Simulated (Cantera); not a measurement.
Feed: 1 mol Ti, 0.66 mol CH₄, equilibrated at 640 Pa.

Cantera equilibrium calculation (NASA polynomials, part measured and part estimated; ideal gas, pure solids and liquids). Candidate condensed phases: C, C₆H₆, C₇H₈, C₈H₁₈, Ti, TiC; 77 gas species. Mutual solubility and eutectic melting of coexisting phases are not modelled. TiC: taken at fixed stoichiometry. Condensed phases not in the tables: N, O or C dissolved in the metal. Kinetics and transport are ignored.

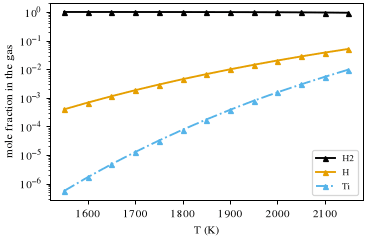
Figure: Equilibrium gas composition (values under 1e-9 drawn at 1e-9)

From 1550 K to 1900 K the condensed part is Ti(β) + TiC(s). From 1950 K to 2150 K the condensed part is Ti(l) + TiC(s). The main Ti-bearing gas is Ti throughout.
